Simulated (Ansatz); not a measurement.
# C6H18MoN4: reading failed and doubtful runs

4 inputs were typed for C6H18MoN4. Each is run as it stands; the log then has to tell whether the result can be used.

Computed with Ansatz 0.2.0, Gaussian basis. Level: the settings change from run to run.

### Step 1. The geometry

The geometry comes from an earlier relaxation with PBE0-D4 in a triple-zeta def2 set; it is a stationary point, not always the lowest conformer. Mo takes a core potential in def2 sets; no spin-orbit term is included.

29 atoms, charge 0, spin multiplicity 1.

Atoms are counted from 1 here; the program's logs count them from 0.

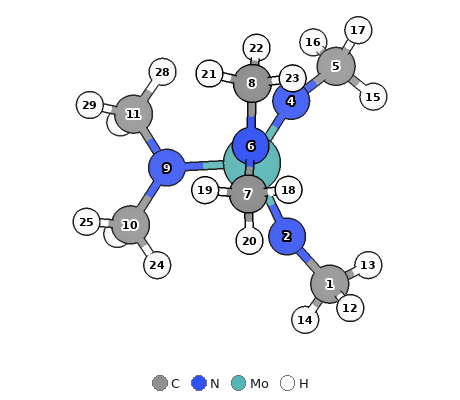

The geometry (carbon grey, nitrogen blue, molybdenum teal, hydrogen white); atoms are numbered from 1 in the order of the file.

### Step 2. Attempt 1

The input, in.yaml:

```yaml
crystal:
  periodic: [false, false, false]
  atoms:
    - {symbol: C, position_ang: [-0.810610, -0.325945, -3.167663]}
    - {symbol: N, position_ang: [-0.410528, -0.093576, -1.917904]}
    - {symbol: Mo, position_ang: [-0.170638, -0.118550, -0.149033]}
    - {symbol: N, position_ang: [-1.388335, -1.125467, 0.676080]}
    - {symbol: C, position_ang: [-2.516699, -1.942173, 0.830815]}
    - {symbol: N, position_ang: [-0.442230, 1.691697, 0.546557]}
    - {symbol: C, position_ang: [-0.082735, 2.898510, -0.267694]}
    - {symbol: C, position_ang: [-0.936069, 2.030156, 1.829835]}
    - {symbol: N, position_ang: [1.561605, -0.868996, 0.270839]}
    - {symbol: C, position_ang: [2.652511, -0.776477, -0.556931]}
    - {symbol: C, position_ang: [1.943037, -1.597755, 1.459345]}
    - {symbol: H, position_ang: [-1.163294, 0.607019, -3.658616]}
    - {symbol: H, position_ang: [-1.728927, -1.021668, -3.163456]}
    - {symbol: H, position_ang: [-0.055532, -0.809760, -3.816570]}
    - {symbol: H, position_ang: [-2.953673, -2.287392, -0.007238]}
    - {symbol: H, position_ang: [-2.157763, -2.914803, 1.438440]}
    - {symbol: H, position_ang: [-3.234290, -1.533909, 1.570685]}
    - {symbol: H, position_ang: [-0.973715, 3.517433, -0.328248]}
    - {symbol: H, position_ang: [0.662452, 3.411642, 0.190698]}
    - {symbol: H, position_ang: [0.274425, 2.617507, -1.264965]}
    - {symbol: H, position_ang: [-0.145727, 2.583525, 2.451331]}
    - {symbol: H, position_ang: [-1.215152, 1.112528, 2.371765]}
    - {symbol: H, position_ang: [-1.803430, 2.724063, 1.804469]}
    - {symbol: H, position_ang: [2.495102, -0.304544, -1.541667]}
    - {symbol: H, position_ang: [3.566792, -0.210779, -0.116814]}
    - {symbol: H, position_ang: [3.135033, -1.748708, -0.865023]}
    - {symbol: H, position_ang: [2.340808, -2.659188, 1.252041]}
    - {symbol: H, position_ang: [1.025199, -1.737489, 2.119461]}
    - {symbol: H, position_ang: [2.660009, -1.033659, 2.121411]}
basis:
  gaussian: {orbitals: x2c-TZVPPall, fitting: {mean_field: cc-pVTZ-jkfit}}
magnetization: {spin_polarized: true, initial_magnetization: 0}
hamiltonian: {xc: {name: SPW92}}
accuracy: high
```

Launch:

```
$ ansatz run in.yaml --threads 11 --pin off --events-out ev --progress --plain --max-ram 174080MiB --backend cuda --devices 0, --max-vram 75GiB
```

Log:

```text
Functional definition: SPW92
  name "SPW92"
  cite "Dirac, Proc. Camb. Phil. Soc. 26, 376 (1930) doi:10.1017/S0305004100016108"
  cite "Slater, Phys. Rev. 81, 385 (1951) doi:10.1103/PhysRev.81.385"
  cite "Perdew & Wang, Phys. Rev. B 45, 13244 (1992) doi:10.1103/PhysRevB.45.13244"
  exchange = slater_x
  correlation = pw_c
Error: <dir> the basis set cc-pVTZ-JKFIT has no functions for Mo
```

Run time: 3.4 s. Hardware: 1 × H100 with 11 threads of AMD EPYC 7R13, shared host; peak host memory 0.73 GiB.

What is wrong: Refused before any calculation. The fitting set named has no entry for an element of this molecule. Cure: leave the fitting key out, or name a set that covers all elements and suits the basis. Its coordinates are also moved off the relaxed structure.

### Step 3. Attempt 2

The input, in.yaml:

```yaml
crystal:
  periodic: [false, false, false]
  atoms:
    - {symbol: C, position_ang: [-0.637910, -0.249874, -3.041424]}
    - {symbol: N, position_ang: [-0.519711, -0.041599, -1.975245]}
    - {symbol: Mo, position_ang: [-0.287856, -0.088780, -0.006385]}
    - {symbol: N, position_ang: [-1.282390, -1.212552, 0.632423]}
    - {symbol: C, position_ang: [-2.557828, -1.786561, 0.838784]}
    - {symbol: N, position_ang: [-0.383397, 1.618237, 0.615411]}
    - {symbol: C, position_ang: [-0.186093, 3.030371, -0.311632]}
    - {symbol: C, position_ang: [-1.026789, 2.239274, 1.963748]}
    - {symbol: N, position_ang: [1.398391, -0.821585, 0.346397]}
    - {symbol: C, position_ang: [2.641747, -0.834198, -0.628206]}
    - {symbol: C, position_ang: [1.998129, -1.640186, 1.586715]}
    - {symbol: H, position_ang: [-1.160256, 0.430279, -3.893826]}
    - {symbol: H, position_ang: [-1.780416, -1.055223, -3.249370]}
    - {symbol: H, position_ang: [-0.081372, -0.780815, -3.877248]}
    - {symbol: H, position_ang: [-3.044659, -2.208393, -0.048226]}
    - {symbol: H, position_ang: [-2.067024, -2.890677, 1.436548]}
    - {symbol: H, position_ang: [-3.184265, -1.590058, 1.456008]}
    - {symbol: H, position_ang: [-0.920956, 3.541468, -0.469591]}
    - {symbol: H, position_ang: [0.659017, 3.375637, 0.229789]}
    - {symbol: H, position_ang: [0.397810, 2.743576, -1.182382]}
    - {symbol: H, position_ang: [-0.306863, 2.553778, 2.462830]}
    - {symbol: H, position_ang: [-1.127585, 1.116383, 2.278893]}
    - {symbol: H, position_ang: [-1.931267, 2.566094, 1.721219]}
    - {symbol: H, position_ang: [2.381946, -0.319790, -1.549581]}
    - {symbol: H, position_ang: [3.401739, -0.325428, -0.208220]}
    - {symbol: H, position_ang: [3.046644, -1.578234, -0.938303]}
    - {symbol: H, position_ang: [2.179846, -2.655643, 1.429806]}
    - {symbol: H, position_ang: [0.891520, -1.683019, 2.225315]}
    - {symbol: H, position_ang: [2.473480, -1.134235, 1.847462]}
basis:
  gaussian: {orbitals: def2-SVP, final_grid: {core_spheres: 20, valence_spheres: 16, degree: 47}, point_charges: [{charge: 1.00, position_ang: [6.680, -0.265, -0.537]}]}
hamiltonian: {xc: {name: BLYP}, dispersion: d4}
relax: {f_tol: 0.0001, max_steps: 3}
output: {forces: true}
```

The command is unchanged.

Log:

```text
Functional definition: BLYP
  name "BLYP"
  cite "Becke, Phys. Rev. A 38, 3098 (1988) doi:10.1103/PhysRevA.38.3098"
  cite "Lee, Yang & Parr, Phys. Rev. B 37, 785 (1988) doi:10.1103/PhysRevB.37.785"
  parameter beta = 0.0042
  parameter a = 0.04918
  parameter b = 0.132
  parameter c = 0.2533
  parameter d = 0.349
  exchange = b88_x(beta = beta)
  correlation = lyp_c(a = a, b = b, c = c, d = d)
2983 factors; their error is unknown
mean field evaluation 1: about -14249.7063 eV, gradient 1.5e2 eV
mean field evaluation 2: about -13972.1407 eV, gradient 3.3e2 eV
mean field evaluation 4: about -14267.5431 eV, gradient 1.1e2 eV
mean field evaluation 8: about -14297.5793 eV, gradient 1.8e1 eV
mean field evaluation 16: about -14298.4735 eV, gradient 7.6e-2 eV
mean field evaluation 32: about -14289.5523 eV, gradient 3.0e1 eV
mean field -14298.34295879 eV, -525.4544119706 hartree, gradient 3.4e-5 eV, S^2 0.000000; 1 other end points of the search recorded, 0 dependent functions left out
the calculation of the forces begins
reference -14298.34353416 eV, -525.4544331149 hartree; 48, 48 occupied and 213, 213 virtual orbitals, 2983 factors
relax step   1: F+E_penalty+E_count = -14300.16046870 eV  Δ(F+E_penalty+E_count) = +0.000e0 eV  max|allowed force component| = 3.056e1 eV/Å  Δτ_max = 0.0000 Å  (57 SCF iters, accepted)
these checks for a lower state are left out or cut short: starts, cluster_reference, orbital_swaps, neighbouring_geometries, increment
2983 factors; their error is unknown
mean field -14314.14729919 eV, -526.0352107678 hartree, gradient 2.3e-5 eV, S^2 0.000000; 0 other end points of the search recorded, 0 dependent functions left out
the calculation of the forces begins
reference -14314.14787129 eV, -526.0352317919 hartree; 48, 48 occupied and 213, 213 virtual orbitals, 2983 factors
relax step   2: F+E_penalty+E_count = -14315.92326052 eV  Δ(F+E_penalty+E_count) = -1.576e1 eV  max|allowed force component| = 7.898e0 eV/Å  Δτ_max = 0.1996 Å  (42 SCF iters, accepted)
these checks for a lower state are left out or cut short: starts, cluster_reference, orbital_swaps, neighbouring_geometries, increment
2983 factors; their error is unknown
mean field -14317.38485239 eV, -526.1541886532 hartree, gradient 1.2e-5 eV, S^2 0.000000; 0 other end points of the search recorded, 0 dependent functions left out
the calculation of the forces begins
reference -14317.38542259 eV, -526.1542096078 hartree; 48, 48 occupied and 213, 213 virtual orbitals, 2983 factors
relax step   3: F+E_penalty+E_count = -14319.12859678 eV  Δ(F+E_penalty+E_count) = -3.205e0 eV  max|allowed force component| = 3.185e0 eV/Å  Δτ_max = 0.1924 Å  (43 SCF iters, accepted)
Error: geometry relaxation did not converge after 3 steps: max|allowed force component| = 3.18e0 eV/Å (threshold 1.0e-4). Raise `relax.max_steps` over both its present limit and 3, loosen `relax.f_tol`, or start from a geometry closer to equilibrium. Where this run's directory can be resumed (`checkpoint.write`), a resume goes on for up to `relax.max_steps` more
```

Run time: 6.5 s. Hardware: 1 × H100 with 11 threads of AMD EPYC 7R13, shared host; peak host memory 0.98 GiB.

What is wrong: The run did not converge. The relaxation is allowed too few steps for its threshold. The start was also shaken off the relaxed geometry, so there is far to go. Cure: raise relax.max_steps, and remove the point charge.

### Step 4. Attempt 3

The input, in.yaml:

```yaml
crystal:
  periodic: [false, false, false]
  atoms:
    - {symbol: C, position_ang: [-0.742197, -0.375791, -3.236277]}
    - {symbol: N, position_ang: [-0.236904, -0.103298, -1.805846]}
    - {symbol: Mo, position_ang: [-0.069884, 0.022617, -0.111246]}
    - {symbol: N, position_ang: [-1.317398, -0.965237, 0.623955]}
    - {symbol: C, position_ang: [-2.420612, -1.979741, 0.847567]}
    - {symbol: N, position_ang: [-0.400154, 1.486620, 0.595543]}
    - {symbol: C, position_ang: [-0.001255, 2.817194, -0.351005]}
    - {symbol: C, position_ang: [-0.932765, 1.990496, 1.754804]}
    - {symbol: N, position_ang: [1.587379, -0.837171, 0.288194]}
    - {symbol: C, position_ang: [2.814343, -0.844849, -0.694198]}
    - {symbol: C, position_ang: [1.865955, -1.613233, 1.527830]}
    - {symbol: H, position_ang: [-1.125932, 0.532300, -3.697911]}
    - {symbol: H, position_ang: [-1.727419, -0.994817, -3.079489]}
    - {symbol: H, position_ang: [-0.050162, -0.777886, -3.673888]}
    - {symbol: H, position_ang: [-3.036478, -2.328047, 0.079772]}
    - {symbol: H, position_ang: [-2.107086, -2.937748, 1.260443]}
    - {symbol: H, position_ang: [-3.147356, -1.688433, 1.536028]}
    - {symbol: H, position_ang: [-0.902465, 3.618320, -0.236466]}
    - {symbol: H, position_ang: [0.815924, 3.350176, 0.251485]}
    - {symbol: H, position_ang: [0.213613, 2.634767, -1.440714]}
    - {symbol: H, position_ang: [-0.186607, 2.700301, 2.346108]}
    - {symbol: H, position_ang: [-1.422546, 1.056971, 2.511288]}
    - {symbol: H, position_ang: [-2.093464, 2.824456, 1.771973]}
    - {symbol: H, position_ang: [2.340602, -0.311749, -1.480638]}
    - {symbol: H, position_ang: [3.556706, -0.152396, -0.162741]}
    - {symbol: H, position_ang: [3.234564, -1.780839, -0.895067]}
    - {symbol: H, position_ang: [2.241392, -2.599195, 1.368808]}
    - {symbol: H, position_ang: [1.075087, -1.756037, 2.043442]}
    - {symbol: H, position_ang: [2.677807, -1.198222, 2.078736]}
basis:
  gaussian: {orbitals: ANO-RCC-VTZP}
hamiltonian: {xc: {name: HF}}
correlation: {method: mp2, frozen_orbitals: {C: 9}}
```

Launched as before.

Log:

```text
Functional definition: HF
  name "HF"
  cite "Fock, Z. Phys. 61, 126 (1930) doi:10.1007/BF01340294"
  parent pbe
  exchange = exact_x
  correlation = 0
Error: "frozen_orbitals" has no count for N
```

It took 2.7 s on 1 × H100 with 11 threads of AMD EPYC 7R13, shared host; peak host memory 0.73 GiB.

What is wrong: Refused before any calculation. Frozen orbitals are typed for one element alone, and the program wants a count for each. Its coordinates are also moved off the relaxed structure. To mend it, leave frozen_orbitals out, or give every element a count that its core really has.

### Step 5. Attempt 4

The input, in.yaml:

```yaml
crystal:
  periodic: [false, false, false]
  atoms:
    - {symbol: C, position_ang: [-0.837845, -0.348757, -3.184880]}
    - {symbol: N, position_ang: [-0.361237, -0.104048, -1.870902]}
    - {symbol: Mo, position_ang: [-0.202799, -0.143687, -0.137423]}
    - {symbol: N, position_ang: [-1.380356, -1.137414, 0.673455]}
    - {symbol: C, position_ang: [-2.473105, -2.012752, 0.904086]}
    - {symbol: N, position_ang: [-0.432408, 1.696579, 0.519676]}
    - {symbol: C, position_ang: [-0.108864, 2.876950, -0.247351]}
    - {symbol: C, position_ang: [-0.955119, 2.035331, 1.822807]}
    - {symbol: N, position_ang: [2.720979, -0.473030, -0.598473]}
    - {symbol: C, position_ang: [2.720979, -0.773030, -0.598473]}
    - {symbol: C, position_ang: [1.892562, -1.601419, 1.484198]}
    - {symbol: H, position_ang: [-1.134632, 0.589919, -3.667915]}
    - {symbol: H, position_ang: [-1.703296, -1.020887, -3.190477]}
    - {symbol: H, position_ang: [-0.052333, -0.802880, -3.800721]}
    - {symbol: H, position_ang: [-2.970352, -2.305007, -0.027609]}
    - {symbol: H, position_ang: [-2.135270, -2.925793, 1.408709]}
    - {symbol: H, position_ang: [-3.218925, -1.535043, 1.550596]}
    - {symbol: H, position_ang: [-0.987173, 3.531861, -0.350986]}
    - {symbol: H, position_ang: [0.682493, 3.465267, 0.239881]}
    - {symbol: H, position_ang: [0.235619, 2.607542, -1.245776]}
    - {symbol: H, position_ang: [-0.210213, 2.577973, 2.423174]}
    - {symbol: H, position_ang: [-1.242207, 1.137489, 2.370003]}
    - {symbol: H, position_ang: [-1.840144, 2.683540, 1.735316]}
    - {symbol: H, position_ang: [2.453989, -0.271191, -1.528438]}
    - {symbol: H, position_ang: [3.533362, -0.203431, -0.123730]}
    - {symbol: H, position_ang: [3.120253, -1.768212, -0.846034]}
    - {symbol: H, position_ang: [2.285622, -2.602929, 1.252792]}
    - {symbol: H, position_ang: [1.007094, -1.718338, 2.109007]}
    - {symbol: H, position_ang: [2.659294, -1.076852, 2.073022]}
basis:
  gaussian: {orbitals: cc-pVTZ-DK, point_charges: [{charge: -1.00, position_ang: [7.231, -0.815, 0.237]}]}
hamiltonian: {xc: {name: r2SCAN0}, dispersion: d4}
output: {forces: true}
```

The command is unchanged.

Log:

```text
Functional definition: r2SCAN0
  name "r2SCAN0"
  cite "Bursch, Neugebauer, Ehlert & Grimme, J. Chem. Phys. 156, 134105 (2022) doi:10.1063/5.0086040"
  cite "Furness, Kaplan, Ning, Perdew & Sun, J. Phys. Chem. Lett. 11, 8208 (2020) doi:10.1021/acs.jpclett.0c02405"
  cite "Furness, Kaplan, Ning, Perdew & Sun, J. Phys. Chem. Lett. 11, 9248 (2020) doi:10.1021/acs.jpclett.0c03077"
  parent r2scan
  parameter a = 0.25
  parameter k0 = 0.174
  parameter k1 = 0.065
  parameter a1 = 4.9479
  exchange = (1 - a)*r2scan_x(k0 = k0, k1 = k1, a1 = a1) + a*exact_x
  correlation = r2scan_c
3550 factors; their error is unknown
mean field evaluation 1: about -122101.8334 eV, gradient 1.6e2 eV
mean field evaluation 2: about -121887.3059 eV, gradient 3.6e2 eV
mean field evaluation 4: about -122137.1790 eV, gradient 6.7e1 eV
mean field evaluation 8: about -122145.4257 eV, gradient 3.2e0 eV
mean field evaluation 16: about -122145.7628 eV, gradient 2.0e-1 eV
mean field -122145.76286552 eV, -4488.7739919361 hartree, gradient 7.7e-5 eV, S^2 0.000000; 0 other end points of the search recorded, 0 dependent functions left out
the calculation of the forces begins
reference -122145.76289023 eV, -4488.7739928444 hartree; 62, 62 occupied and 567, 567 virtual orbitals, 3550 factors
Total energy: -122146.04789079 eV, -4488.7844664217 hartree
Relativity: scalar
Atom 0 at    -0.837845    -0.348757    -3.184880 Å, force     0.015751    -0.017906    -0.160635 eV/Å
Atom 1 at    -0.361237    -0.104048    -1.870902 Å, force    -0.251623    -0.314833     1.093525 eV/Å
Atom 2 at    -0.202799    -0.143687    -0.137423 Å, force    -0.752168     0.697189    -0.011314 eV/Å
Atom 3 at    -1.380356    -1.137414     0.673455 Å, force     0.359799     0.038690    -0.120245 eV/Å
Atom 4 at    -2.473105    -2.012752     0.904086 Å, force    -0.099582     0.004214    -0.118136 eV/Å
Atom 5 at    -0.432408     1.696579     0.519676 Å, force     0.521935    -0.703501    -0.096807 eV/Å
Atom 6 at    -0.108864     2.876950    -0.247351 Å, force    -0.001228     0.190091    -0.330964 eV/Å
Atom 7 at    -0.955119     2.035331     1.822807 Å, force    -0.194186    -0.076255     0.206765 eV/Å
Atom 8 at     2.720979    -0.473030    -0.598473 Å, force    -0.253043  3333.859520    10.180216 eV/Å
Atom 9 at     2.720979    -0.773030    -0.598473 Å, force   -14.838575 -3356.280789     5.368575 eV/Å
Atom 10 at     1.892562    -1.601419     1.484198 Å, force    -1.103684     0.464162    -0.095042 eV/Å
Atom 11 at    -1.134632     0.589919    -3.667915 Å, force     0.093377    -0.128452     0.129738 eV/Å
Atom 12 at    -1.703296    -1.020887    -3.190477 Å, force     0.153609     0.094529     0.058814 eV/Å
Atom 13 at    -0.052333    -0.802880    -3.800721 Å, force    -0.068122     0.129815     0.233436 eV/Å
Atom 14 at    -2.970352    -2.305007    -0.027609 Å, force     0.081381     0.026378     0.126289 eV/Å
Atom 15 at    -2.135270    -2.925793     1.408709 Å, force     0.003881     0.201547    -0.092653 eV/Å
Atom 16 at    -3.218925    -1.535043     1.550596 Å, force     0.149517    -0.060209    -0.085830 eV/Å
Atom 17 at    -0.987173     3.531861    -0.350986 Å, force     0.108734    -0.144176     0.069023 eV/Å
Atom 18 at     0.682493     3.465267     0.239881 Å, force    -0.183128    -0.239813    -0.070636 eV/Å
Atom 19 at     0.235619     2.607542    -1.245776 Å, force     0.001416     0.008297     0.221984 eV/Å
Atom 20 at    -0.210213     2.577973     2.423174 Å, force    -0.120043    -0.148384    -0.223220 eV/Å
Atom 21 at    -1.242207     1.137489     2.370003 Å, force     0.091148     0.140027    -0.105750 eV/Å
Atom 22 at    -1.840144     2.683540     1.735316 Å, force     0.167038    -0.106069    -0.038090 eV/Å
Atom 23 at     2.453989    -0.271191    -1.528438 Å, force    -8.037510    11.993920   -25.781620 eV/Å
Atom 24 at     3.533362    -0.203431    -0.123730 Å, force    22.200909    16.174682    12.393949 eV/Å
Atom 25 at     3.120253    -1.768212    -0.846034 Å, force     2.177567    -6.412770    -1.606530 eV/Å
Atom 26 at     2.285622    -2.602929     1.252792 Å, force    -0.267791     0.420185    -0.516785 eV/Å
Atom 27 at     1.007094    -1.718338     2.109007 Å, force     0.179635    -0.020548    -0.032862 eV/Å
Atom 28 at     2.659294    -1.076852     2.073022 Å, force    -0.237751     0.267815    -0.617901 eV/Å
Dipole moment:    -0.674129     0.041917     0.214244 e Å
```

Wall time 7.5 s (1 × H100 with 11 threads of AMD EPYC 7R13, shared host); peak host memory 1.6 GiB.

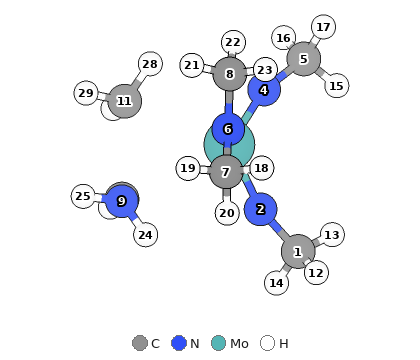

The geometry of this input.

Diagnosis: It ended without an error, which proves nothing about the input. One atom was put on top of another. The shortest distance is 0.30 Å (N9–C10), against 1.09 Å in the relaxed molecule. Its energy is no property of the relaxed molecule. Fix: restore the atom's position, and remove the point charge.

### Step 6. Summary

```csv
attempt,level,ended,cause,time
1,SPW92/x2c-TZVPPall,refused,the fitting set named has no entry for an element of this molecule,3.4 s
2,BLYP/def2-SVP,not converged,the relaxation is allowed too few steps for its threshold,6.5 s
3,MP2/ANO-RCC-VTZP,refused,"frozen orbitals are typed for one element alone, and the program wants a count for each",2.7 s
4,r2SCAN0/cc-pVTZ-DK,converged,one atom was put on top of another,7.5 s
```

2 refused, 1 not converged, 1 converged. The dangerous case is the input that converges on a wrong geometry, charge, spin, basis or grid: often only a look at the input shows it.
